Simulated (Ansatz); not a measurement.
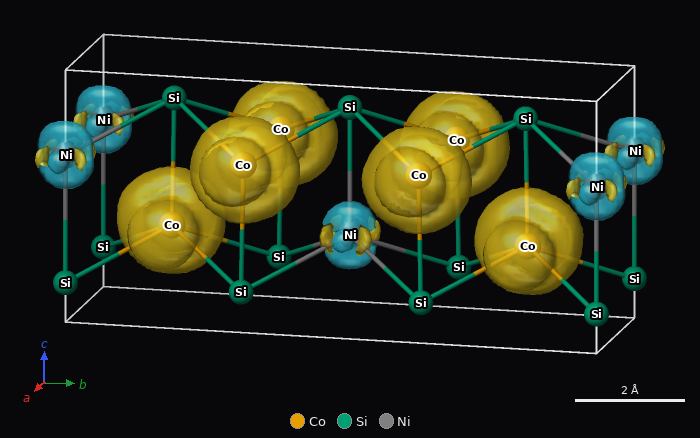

Figure. Co₂Si₃Ni. Isosurfaces of the magnetisation density (up minus down) at +0.008 (yellow) and −0.008 e/Å³ (cyan), seen slightly off an axis. Sticks mark near contacts.

Space group Pmmn; a structure generated by program, which may or may not match a known phase; the program warned that this state isn't the lowest known; spin-polarised.

All numbers below come from DFT PBE, scalar-relativistic, plane waves, PAW in Ansatz 0.2.0.

The density is the valence pseudo-density of a PAW calculation; it isn't the true density close to the nuclei.

Describe the spin distribution.

Answer. The spin density sits on Co: +0.4 μB (×4) in one cell of 12 atoms: parallel main moments (a ferromagnetic arrangement) in this solution. The cell of the calculation (12 atoms) carries 1.6 μB of net spin moment.
